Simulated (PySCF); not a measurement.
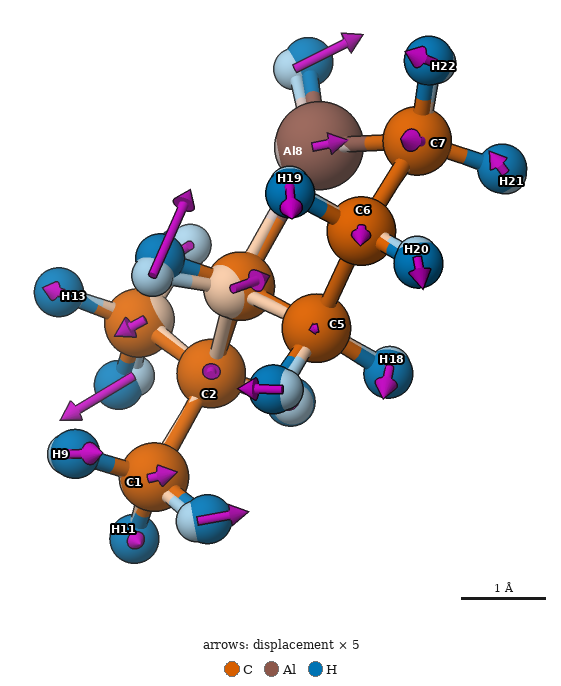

This is a relaxation of C₇H₁₅Al. The starting structure is drawn faded, the final one solid; purple arrows show the displacements, magnified 5 times. The two geometries are superimposed by the best rigid fit.

Style: ball-and-stick. Shown from a free direction.

The start comes from GFN2-xTB.

Computed with PBE0-D3(BJ)/def2-SVP geometry optimisation, gas phase in PySCF 2.14.0, density-fitted response routines. 

Which element moves most?

Answer. Hydrogen: up to 0.27 Å, against 0.13 Å for carbon.

Describe the change and its energy.

Answer. After 6 geometry steps the energy has fallen by 3.87 kcal/mol. An H atom moves most after the best rigid fit: 0.27 Å. By element the largest moves are H 0.27 Å, C 0.13 Å, Al 0.09 Å. Among the contacts that change: Al–H 1.543 → 1.595 Å, Al–C 2.016 → 1.980 Å, Al–C 1.998 → 1.965 Å, C–H 1.089 → 1.103 Å. Bond angles that change, for instance: Al–C–H 114.6° → 104.6°, Al–C–H 115.1° → 108.6°, C–C–Al 116.6° → 121.4°.
